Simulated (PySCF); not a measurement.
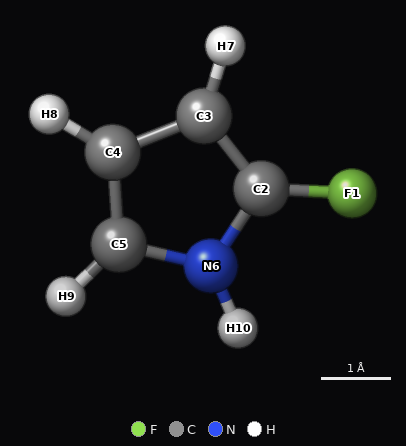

The structure as given in the input (ball-and-stick view, seen at an oblique angle; atoms are numbered from 1 in the order of the input). Bond lengths as drawn: C–C 1.37 to 1.43 Å, C–F 1.32 Å, C–H 1.09 Å, C–N 1.36 to 1.38 Å and H–N 1.01 Å.

**What a change does: NMR shielding calculation on C$_{4}$H$_{4}$FN**

System: C$_{4}$H$_{4}$FN, SMILES Fc1ccc[nH]1.
Method of run A: GIAO PBE0/STO-3G NMR shielding, non-relativistic, gas phase (PySCF 2.14.0).

The geometry comes from this level: PBE0-D3(BJ)/def2-SVP. Text and figures count atoms from 1; the logs count them from 0 in places.

## Input file, run A
```
{"job": {"kind": "nmr", "xc": "PBE0", "basis": "STO-3G", "pop": true}, "charge": 0, "multiplicity": 1}
F      2.287607     0.092154    -0.124568
C      0.971729     0.156125    -0.029489
C      0.131816     1.232537     0.088652
C     -1.185698     0.685056     0.144719
C     -1.082916    -0.683630     0.060253
N      0.252681    -0.995761    -0.046169
H      0.429037     2.277030     0.129018
H     -2.112725     1.247220     0.237364
H     -1.843031    -1.460330     0.067409
H      0.652800    -1.920383    -0.122774
```

The first line tells a small driver script what to run in PySCF; the rest is the geometry in Å.

Hardware: 1 CPU thread, shared host.

## Output (run A)
```
coarse grid: 8976 points
cycle   1  E = -305.0115874367  dE =  1.377e+00  |g| = 4.215e-01  |ddm| = 4.582e+00
cycle   2  E = -305.0026413505  dE =  8.946e-03  |g| = 4.815e-01  |ddm| = 1.164e+00
cycle   3  E = -305.0707262137  dE = -6.808e-02  |g| = 7.560e-02  |ddm| = 6.645e-01
cycle   4  E = -305.0724409084  dE = -1.715e-03  |g| = 2.526e-02  |ddm| = 1.346e-01
cycle   5  E = -305.0726329654  dE = -1.921e-04  |g| = 5.852e-03  |ddm| = 3.920e-02
cycle   6  E = -305.0726435146  dE = -1.055e-05  |g| = 2.467e-03  |ddm| = 1.192e-02
cycle   7  E = -305.0726455407  dE = -2.026e-06  |g| = 1.936e-04  |ddm| = 3.616e-03
final grid: 88920 points
cycle   8  E = -305.0442159800  dE = -6.658e-06  |g| = 3.120e-03  |ddm| = 1.182e-02
cycle   9  E = -305.0442160909  dE = -1.109e-07  |g| = 3.178e-03  |ddm| = 8.624e-03
cycle  10  E = -305.0442191568  dE = -3.066e-06  |g| = 3.710e-04  |ddm| = 4.506e-03
cycle  11  E = -305.0442191961  dE = -3.926e-08  |g| = 1.432e-04  |ddm| = 6.626e-04
cycle  12  E = -305.0442192026  dE = -6.539e-09  |g| = 2.369e-05  |ddm| = 2.028e-04
cycle  13  E = -305.0442192028  dE = -1.304e-10  |g| = 9.306e-06  |ddm| = 3.436e-05
converged SCF energy = -305.0442192028

GIAO shielding tensors (ppm)
atom      isotropic    diamagn.    paramagn.     s11        s22        s33       span
  0 F      364.176     452.136     -87.961    285.937    312.962    493.628    207.691
  1 C      119.701     260.174    -140.473     87.841    123.704    147.559     59.717
  2 C      150.345     257.141    -106.795    103.885    135.421    211.730    107.845
  3 C      137.231     256.290    -119.058     79.189    124.589    207.916    128.727
  4 C      138.357     256.717    -118.360     87.491    139.457    188.123    100.631
  5 N      215.461     316.198    -100.738    172.921    222.122    251.340     78.419
  6 H       27.815      30.739      -2.924     24.150     27.350     31.946      7.796
  7 H       27.306      30.370      -3.063     24.199     27.229     30.491      6.291
  8 H       27.425      30.662      -3.237     23.715     26.839     31.719      8.004
  9 H       26.546      30.073      -3.528     19.952     24.079     35.607     15.655
```

Run B used a changed input.

## The two runs side by side

```csv
quantity,run A,run B
outcome,converged,converged
total energy (hartree),−305.044219,−308.841103
HOMO (eV),−3.53,−6.01
LUMO (eV),4.41,1.29
dipole moment (D),1.88,1.91
shielding of F1 (ppm),364.2,341.7
shielding of C2 (ppm),119.7,51.0
shielding of C3 (ppm),150.3,109.4
shielding of C4 (ppm),137.2,87.7
shielding of C5 (ppm),138.4,91.2
shielding of N6 (ppm),215.5,127.8
shielding of H8 (ppm),27.3,25.4
SCF iterations,13,14
basis functions,34,104
wall time (shared host),2.6 s,6.2 s
```

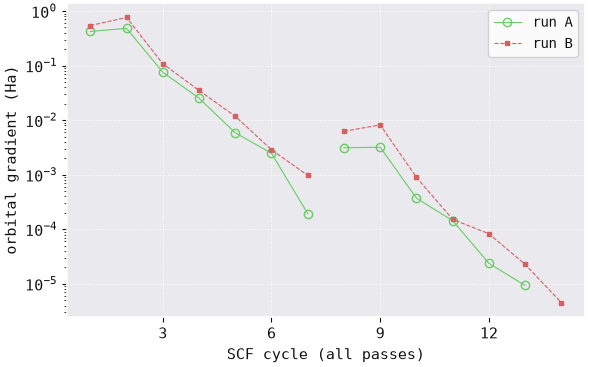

Convergence of the two runs: orbital gradient against the SCF cycle. A break in a curve parts two SCF passes (coarse and final grid). Run A takes 13 cycles in all, and run B takes 14.

Which change of the input explains these differences?

The change (lines with − go, lines with + come):
```diff
-"basis": "STO-3G"
+"basis": "def2-SVP"
```

The total energy of run B is 2382.6 kcal/mol lower, which measures the change of basis and not a stability. The HOMO goes from −3.53 to −6.01 eV. The LUMO goes from 4.41 to 1.29 eV. Of all shieldings, the largest change is that of N6, by −87.6 ppm. The SCF takes 14 iterations against 13. The basis functions go from 34 to 104.

## Output (run B)
```
coarse grid: 8976 points
cycle   1  E = -308.7373430272  dE =  1.135e+00  |g| = 5.418e-01  |ddm| = 3.579e+00
cycle   2  E = -308.6717439349  dE =  6.560e-02  |g| = 7.617e-01  |ddm| = 1.211e+00
cycle   3  E = -308.8000471890  dE = -1.283e-01  |g| = 1.082e-01  |ddm| = 7.802e-01
cycle   4  E = -308.8026315496  dE = -2.584e-03  |g| = 3.498e-02  |ddm| = 1.330e-01
cycle   5  E = -308.8028651899  dE = -2.336e-04  |g| = 1.175e-02  |ddm| = 3.809e-02
cycle   6  E = -308.8028963176  dE = -3.113e-05  |g| = 2.859e-03  |ddm| = 1.340e-02
cycle   7  E = -308.8028980837  dE = -1.766e-06  |g| = 9.722e-04  |ddm| = 3.521e-03
final grid: 88920 points
cycle   8  E = -308.8410939737  dE = -1.954e-05  |g| = 6.247e-03  |ddm| = 2.137e-02
cycle   9  E = -308.8410891020  dE =  4.872e-06  |g| = 8.161e-03  |ddm| = 1.224e-02
cycle  10  E = -308.8411032356  dE = -1.413e-05  |g| = 8.906e-04  |ddm| = 6.923e-03
cycle  11  E = -308.8411033876  dE = -1.520e-07  |g| = 1.515e-04  |ddm| = 9.122e-04
cycle  12  E = -308.8411033907  dE = -3.133e-09  |g| = 8.248e-05  |ddm| = 1.948e-04
cycle  13  E = -308.8411033924  dE = -1.661e-09  |g| = 2.261e-05  |ddm| = 1.058e-04
cycle  14  E = -308.8411033925  dE = -1.270e-10  |g| = 4.496e-06  |ddm| = 2.507e-05
converged SCF energy = -308.8411033925

GIAO shielding tensors (ppm)
atom      isotropic    diamagn.    paramagn.     s11        s22        s33       span
  0 F      341.741     468.385    -126.644    269.847    339.137    416.239    146.392
  1 C       50.975     252.938    -201.962     -4.746     71.020     86.653     91.399
  2 C      109.407     253.379    -143.972     64.058     87.449    176.714    112.657
  3 C       87.740     251.723    -163.983     13.286     74.944    174.989    161.703
  4 C       91.193     253.377    -162.184     17.543     98.919    157.118    139.575
  5 N      127.815     323.196    -195.381     66.837    132.110    184.498    117.661
  6 H       26.043      31.287      -5.244     22.965     26.316     28.848      5.882
  7 H       25.442      30.512      -5.070     22.957     25.918     27.451      4.494
  8 H       25.580      30.575      -4.995     22.278     26.053     28.408      6.130
  9 H       24.779      30.660      -5.881     19.342     24.021     30.974     11.632
```
